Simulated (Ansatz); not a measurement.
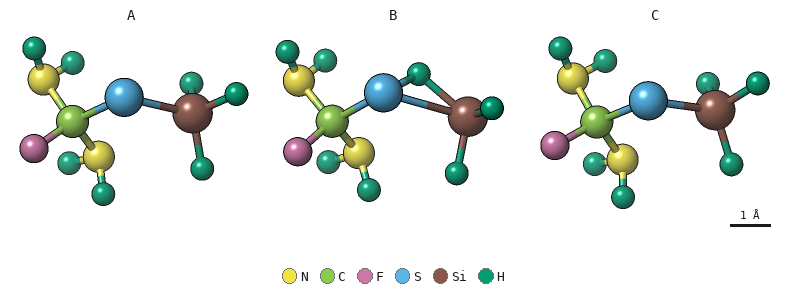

3 geometries from a converged minimum-energy path of CH₇FN₂SSi, shuffled. The picture is a ball-and-stick view, seen face on.

All numbers below come from RKS CAM-B3LYP/STO-3G in Ansatz. Run with 5 movable images; climbing image; force threshold 0.03 eV/Å; iteration limit 49; starting path through a guess of the saddle point.

**Which frame is the top of the path?**

B. In order along the path, whose images run from 0 to 6: C (image 0, 0.0 kJ/mol), A (image 1, +2.2 kJ/mol), B (image 4, +369.4 kJ/mol). A hydrogen atom shifts from one atom to another. Breaking: H–Si (1.44 → 2.82 Å). Forming: H–S (2.99 → 1.36 Å).

Limits of the set-up: STO-3G is a minimal basis, so the numbers are rough.
